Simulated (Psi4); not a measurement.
**triplet InH2OF: levels of theory compared**

Wanted: a comparison of 3 runs (UB2PLYP/def2-SVP, UDSD-PBEP86/def2-SVP, UM06-2X/def2-SVP) of triplet InH2OF. 

The calculation is run with Psi4 1.11.

8 further runs of the same task are left out: 7 that didn't finish, 1 set aside as unsound or not needed.

### 1 The molecule

InH2OF: 5 atoms, total charge 0, spin state triplet. SMILES of the parent species: `[OH][InH][F]`. The shape is that of a PBE0-D4/def2-TZVP optimisation. This is one conformer, not always the lowest. That shape belongs to the parent species and isn't relaxed for this state.

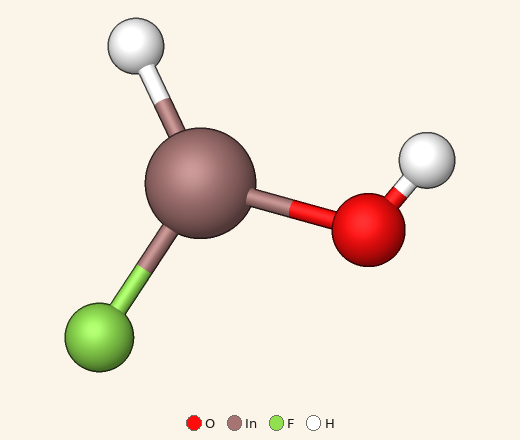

Viewed from a chosen angle; oxygen red, indium brown, fluorine green, hydrogen white.

### 2 The energy at UB2PLYP/def2-SVP (core potential, density fitting for correlation) (run 1)

Input file fh2ino.py:

```python
import psi4

psi4.set_memory('2200 MB')
psi4.set_num_threads(1)
psi4.core.set_output_file('fh2ino.out', False)

geom = psi4.geometry("""
0 3
O     -1.279500    -0.345900    -0.577400
In     0.480100     0.042500     0.210000
F      1.185900    -1.654700     0.841500
H     -1.725200     0.429800    -0.925700
H      1.388500     1.454700     0.410200
symmetry c1
""")

options = {'basis': 'def2-SVP', 'reference': 'uks', 'puream': True, 'e_convergence': 1e-09, 'd_convergence': 1e-08, 'scf_type': 'pk', 'dft_radial_points': 99, 'dft_spherical_points': 590, 'num_frozen_docc': 6, 'maxiter': 100}
psi4.set_options(options)

e, wfn = psi4.energy("b2plyp", return_wfn=True)
print('E =', round(e, 9))
for k, v in sorted(psi4.core.scalar_variables().items()):
    print(f'{k:45s} {v:18.10f}')
```

Started as:

```
$ python fh2ino.py
```

fh2ino.out:

```text
[...]
    !!!  WARNING: ECP capability is in beta. Please check occupations closely.  !!!
[...]
  Running in c1 symmetry.
[...]
  Nuclear repulsion =  128.357212484484592
[...]
  Multiplicity = 3
[...]
  Nalpha       = 21
  Nbeta        = 19
[...]
    Number of basis functions: 64
[...]
   @UKS iter   1:  -365.15481757065538   -1.17455e+00   1.33131e-02 DIIS/ADIIS
[...]
   @UKS iter  27:  -365.50966163833715    1.19371e-12   7.40759e-09 DIIS
[...]
   @S^2 Observed:                2.013940337E+00
[...]
    Orbital Energies [Eh]
    ---------------------
    Alpha Occupied:
       1A    -25.252804     2A    -19.852257     3A     -4.980564
       4A     -3.325766     5A     -3.323184     6A     -3.316886
       7A     -1.234413     8A     -1.208699     9A     -0.902140
      10A     -0.892240    11A     -0.889149    12A     -0.881033
      13A     -0.878162    14A     -0.643703    15A     -0.597675
      16A     -0.501117    17A     -0.492826    18A     -0.435074
      19A     -0.415460    20A     -0.412427    21A     -0.158261
    Alpha Virtual:
      22A     -0.022747    23A      0.036792    24A      0.102920
      25A      0.121323    26A      0.196806    27A      0.215996
[...]
  @UKS Final Energy:  -365.50966163833715
   => Energetics <=
    Nuclear Repulsion Energy =            128.3572124844845916
    One-Electron Energy =                -835.1497487528228021
    Two-Electron Energy =                 358.8400610353928073
    DFT Exchange-Correlation Energy =     -17.5571864053918070
    Empirical Dispersion Energy =           0.0000000000000000
    VV10 Nonlocal Energy =                  0.0000000000000000
    Total Energy =                       -365.5096616383371497
[...]
 Multipole Moments:
 ------------------------------------------------------------------------------------
     Multipole            Electronic (a.u.)      Nuclear  (a.u.)        Total (a.u.)
 ------------------------------------------------------------------------------------
 L = 1.  Multiply by 2.5417464519 to convert [e a0] to [Debye]
 Dipole X            :          8.2190461           -9.0656474           -0.8466012
 Dipole Y            :         14.3673569          -13.1035321            1.2638248
 Dipole Z            :          1.5396746           -2.1652045           -0.6255299
 Magnitude           :                                                    1.6447718
[...]
```

On the terminal:

```text
E = -365.657925629
B2PLYP DOUBLE-HYBRID CORRECTION ENERGY             -0.1482639902
B2PLYP TOTAL ENERGY                              -365.6579256286
CURRENT ENERGY                                   -365.6579256286
CURRENT REFERENCE ENERGY                         -365.5096616383
DD SOLVATION ENERGY                                 0.0000000000
DFT FUNCTIONAL TOTAL ENERGY                      -365.5096616383
DFT TOTAL ENERGY                                 -365.6579256286
DFT VV10 ENERGY                                     0.0000000000
DFT XC ENERGY                                     -17.5571864054
DOUBLE-HYBRID CORRECTION ENERGY                    -0.1482639902
GRID ELECTRONS ALPHA                               21.0000067711
GRID ELECTRONS BETA                                19.0000067126
GRID ELECTRONS TOTAL                               40.0000134837
NUCLEAR REPULSION ENERGY                          128.3572124845
ONE-ELECTRON ENERGY                              -835.1497487528
PCM POLARIZATION ENERGY                             0.0000000000
PE ENERGY                                           0.0000000000
SCF ITERATION ENERGY                             -365.5096616383
SCF ITERATIONS                                     27.0000000000
SCF TOTAL ENERGY                                 -365.5096616383
TWO-ELECTRON ENERGY                               358.8400610354
XC GRID RADIAL POINTS                              99.0000000000
XC GRID SPHERICAL POINTS                          590.0000000000
XC GRID TOTAL POINTS                           280169.0000000000
```

It took 44 s on 1 thread of Intel Xeon at 2.50GHz (Skylake/Cascade Lake), shared host; peak memory 0.65 GiB.

### 3 The energy at UDSD-PBEP86/def2-SVP (core potential, density fitting for correlation) (run 2)

Input file fh2ino.dat:

```
memory 2.2 GB

molecule m {
  0 3
  O
  In 1 R2
  F 2 R3 1 A3
  H 1 R4 2 A4 3 D4
  H 2 R5 3 A5 1 D5

  R2 = 1.96648
  R3 = 1.943562
  A3 = 106.41365
  R4 = 0.960037
  A4 = 113.64659
  D4 = 179.99724
  R5 = 1.691029
  A5 = 119.71659
  D5 = 179.99596
  symmetry c1
  no_reorient
  no_com
}

set reference uks
set puream true
set e_convergence 1e-09
set d_convergence 1e-08
set scf_type pk
set dft_radial_points 99
set dft_spherical_points 590
set num_frozen_docc 6
set maxiter 100

result, w = energy("dsd-pbep86/def2-SVP", return_wfn=True)
print_variables()
```

Started as:

```
$ psi4 -i fh2ino.dat -o fh2ino.out -n 1
```

fh2ino.out:

```text
[...]
    !!!  WARNING: ECP capability is in beta. Please check occupations closely.  !!!
[...]
  Running in c1 symmetry.
[...]
  Nuclear repulsion =  128.357233260651554
[...]
  Multiplicity = 3
[...]
  Nalpha       = 21
  Nbeta        = 19
[...]
    Number of basis functions: 64
[...]
   @UKS iter   1:  -364.74164054160445   -1.36738e+00   1.24735e-02 DIIS/ADIIS
[...]
   @UKS iter  31:  -365.07582819238314    6.02540e-12   4.12011e-09 DIIS
[...]
   @S^2 Observed:                2.016418142E+00
[...]
    Orbital Energies [Eh]
    ---------------------
    Alpha Occupied:
       1A    -25.620976     2A    -20.210744     3A     -5.153085
       4A     -3.464479     5A     -3.461921     6A     -3.454519
       7A     -1.354679     8A     -1.303637     9A     -0.972461
      10A     -0.960879    11A     -0.958207    12A     -0.948772
      13A     -0.946747    14A     -0.717005    15A     -0.687360
      16A     -0.579846    17A     -0.528969    18A     -0.481240
      19A     -0.469154    20A     -0.455113    21A     -0.177579
    Alpha Virtual:
      22A     -0.005115    23A      0.059195    24A      0.121141
      25A      0.141754    26A      0.224806    27A      0.242127
[...]
  @UKS Final Energy:  -365.07582819238314
   => Energetics <=
    Nuclear Repulsion Energy =            128.3572332606515545
    One-Electron Energy =                -834.8914371427885044
    Two-Electron Energy =                 351.9549949302110576
    DFT Exchange-Correlation Energy =     -10.4966192404572531
    Empirical Dispersion Energy =           0.0000000000000000
    VV10 Nonlocal Energy =                  0.0000000000000000
    Total Energy =                       -365.0758281923831419
[...]
 Multipole Moments:
 ------------------------------------------------------------------------------------
     Multipole            Electronic (a.u.)      Nuclear  (a.u.)        Total (a.u.)
 ------------------------------------------------------------------------------------
 L = 1.  Multiply by 2.5417464519 to convert [e a0] to [Debye]
 Dipole X            :         -0.0005773           -0.0002026           -0.0007799
 Dipole Y            :         12.5029990          -11.1705862            1.3324128
 Dipole Z            :         10.5247626          -11.5669602           -1.0421976
 Magnitude           :                                                    1.6915970
[...]
```

Run time: 44 s. Hardware: 1 thread of Intel Xeon at 2.50GHz (Skylake/Cascade Lake), shared host; peak memory 0.65 GiB.

### 4 Energy and gradient at UM06-2X/def2-SVP (core potential) (run 3)

Input file fh2ino.in:

```
memory 2.2 GB

molecule system {
  0 3
  O     -1.279500    -0.345900    -0.577400
  In     0.480100     0.042500     0.210000
  F      1.185900    -1.654700     0.841500
  H     -1.725200     0.429800    -0.925700
  H      1.388500     1.454700     0.410200
  symmetry c1
}

set {
  reference uks
  puream true
  e_convergence 1e-09
  d_convergence 1e-08
  scf_type pk
  dft_radial_points 99
  dft_spherical_points 590
  maxiter 100
}

E, wfn = gradient("m06-2x/def2-SVP", return_wfn=True)
oeprop(wfn, "QUADRUPOLE", "WIBERG_LOWDIN_INDICES", "DIPOLE")
```

Started as:

```
$ psi4 fh2ino.in fh2ino.out -n 1
```

fh2ino.out (excerpt; [...] marks lines left out):

```text
[...]
    !!!  WARNING: ECP capability is in beta. Please check occupations closely.  !!!
[...]
  Running in c1 symmetry.
[...]
  Nuclear repulsion =  128.357212484484592
[...]
  Multiplicity = 3
[...]
  Nalpha       = 21
  Nbeta        = 19
[...]
    Number of basis functions: 64
[...]
   @UKS iter   1:  -365.56606274314538   -1.08721e+00   1.35167e-02 DIIS/ADIIS
[...]
   @UKS iter  35:  -365.92761326390553   -1.85139e-10   5.79373e-09 DIIS
[...]
   @S^2 Observed:                2.009771727E+00
[...]
  @UKS Final Energy:  -365.92761326390553
   => Energetics <=
    Nuclear Repulsion Energy =            128.3572124844845916
    One-Electron Energy =                -835.0309537913977920
    Two-Electron Energy =                 358.3710538800072527
    DFT Exchange-Correlation Energy =     -17.6249258369996156
    Empirical Dispersion Energy =           0.0000000000000000
    VV10 Nonlocal Energy =                  0.0000000000000000
    Total Energy =                       -365.9276132639055277
[...]
  -Total Gradient:
     Atom            X                  Y                   Z
    ------   -----------------  -----------------  -----------------
       1        0.060315283576     0.023519414345     0.026876928982
       2       -0.027404327769     0.030797462195    -0.023108993002
       3       -0.012168681314     0.011897333538    -0.006750830357
       4        0.019010886449    -0.013461203186     0.011380738266
       5       -0.039627232270    -0.052914297703    -0.008310761855
[...]
 Multipole Moments:
 ------------------------------------------------------------------------------------
     Multipole            Electronic (a.u.)      Nuclear  (a.u.)        Total (a.u.)
 ------------------------------------------------------------------------------------
 L = 1.  Multiply by 2.5417464519 to convert [e a0] to [Debye]
 Dipole X            :          8.5860198           -9.0656474           -0.4796275
 Dipole Y            :         14.4536477          -13.1035321            1.3501156
 Dipole Z            :          1.6143540           -2.1652045           -0.5508505
 Magnitude           :                                                    1.5350215
 L = 2.  Multiply by 1.3450342976 to convert [e a0^2] to [Debye ang]
 Quadrupole XX       :       -143.9523983          119.5668657          -24.3855326
 Quadrupole XY       :         28.0890129          -27.8298146            0.2591982
[...]
```

Run time: 100 s. Hardware: 1 thread of Intel Xeon at 2.50GHz (Skylake/Cascade Lake), shared host; peak memory 1.3 GiB.

### 5 Overview of the runs

| run | level | task | fitting correlation | energy (Eh) | HOMO energy (eV) | ⟨S²⟩ | wall time |
| --- | --- | --- | --- | --- | --- | --- | --- |
| 1 | UB2PLYP/def2-SVP (core potential, density fitting for correlation) | energy | density fitting | -365.657926 | -4.31 | 2.014 | 44 s |
| 2 | UDSD-PBEP86/def2-SVP (core potential, density fitting for correlation) | energy | density fitting | -365.304313 | -4.83 | 2.016 | 44 s |
| 3 | UM06-2X/def2-SVP (core potential) | gradient | – | -365.927613 | -4.42 | 2.010 | 100 s |

### 6 Outcome

| quantity | value |
| --- | --- |
| run 3: total energy | -365.92761 Eh |
| run 3: dipole moment | 3.90 D |
| run 3: HOMO energy (highest over α and β) | -4.42 eV |
| run 3: ⟨S²⟩ | 2.010 |
| run 3: largest force on an atom | 3.604 eV/Å |

In words: Totals of different functionals can't be ranked against each other. All runs together took 3.1 min, the longest 100 s.
